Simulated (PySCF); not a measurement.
C₅H₉FSSi

The calculation's input:

```
{"job": {"kind": "nmr", "xc": "PBE0", "basis": "pcSseg-1"}, "charge": 0, "multiplicity": 1}
C     -1.491644    -0.196710     2.135826
C     -0.968383    -0.502000     1.101955
C     -0.373198    -0.839438    -0.171403
F     -0.828558    -2.119553    -0.543321
C      1.151049    -0.921884    -0.062337
C      1.779342     0.417852     0.291368
Si    -1.028534     0.320081    -1.582722
S     -1.270958     2.319329    -0.841466
H     -1.929267     0.053025     3.056014
H      1.537268    -1.281316    -1.018711
H      1.402787    -1.664479     0.700419
H      1.582113     1.157881    -0.482404
H      1.380882     0.789729     1.233389
H      2.856159     0.308482     0.393025
H     -0.042359     0.392496    -2.650346
H     -2.318185    -0.212020    -2.001118
H     -1.445512     1.990555     0.431920
```

Launched as:

```sh
OMP_NUM_THREADS=1 python probes_run.py task.json out
```

Geometry: GFN2-xTB.

Method: PBE0/pcSseg-1, SCF density, gas phase, non-relativistic in PySCF 2.14.0.

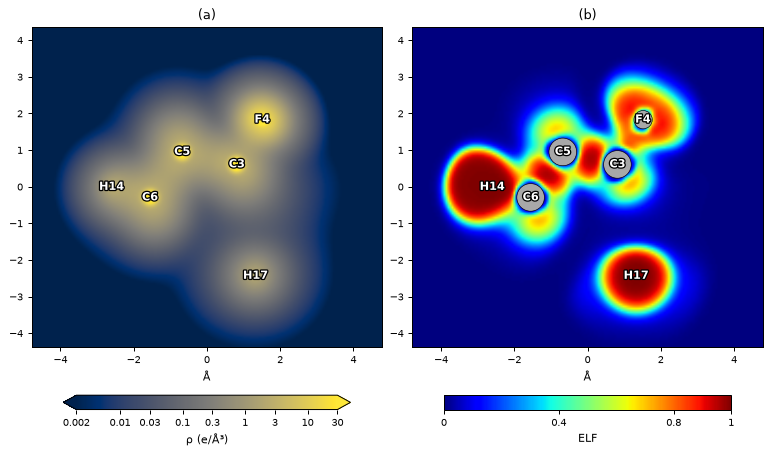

Figure 1. (a) total electron density; (b) ELF on the plane of atoms F4, C3 and C5. Grey discs cover the atomic cores in the ELF map.

Q: Describe what can be read from this map.

A:
- The plane passes through C, F and H nuclei.
- C–F (1.41 Å): ρ at the midpoint is about 1.9 e/Å³, with its minimum of 1.6 e/Å³ about 0.5 Å from C; the ELF peaks at about 0.80 between the atoms: a shared but strongly polarised pair.
- The ELF also peaks beside F4, away from the bonds: lone-pair regions.

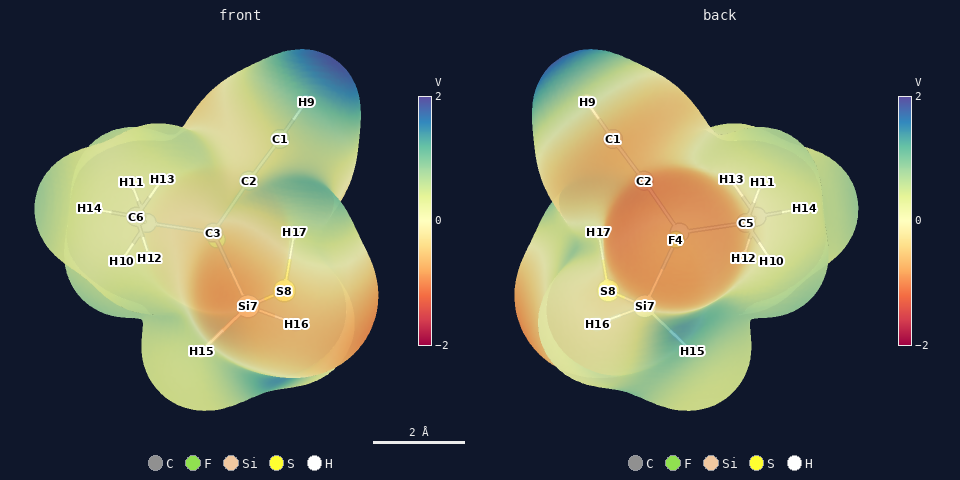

Figure 2. The electrostatic potential painted on the density surface at 0.002 e/bohr³, seen from the front and from behind; red is negative and blue positive.

Q: Where is the surface potential most negative and most positive?

A: The most negative region (about −1.1 V) lies over F4, the most positive (about +1.8 V) over H9.

Q: What dipole moment does the calculation give?

A: Its dipole moment is 1.59 D.
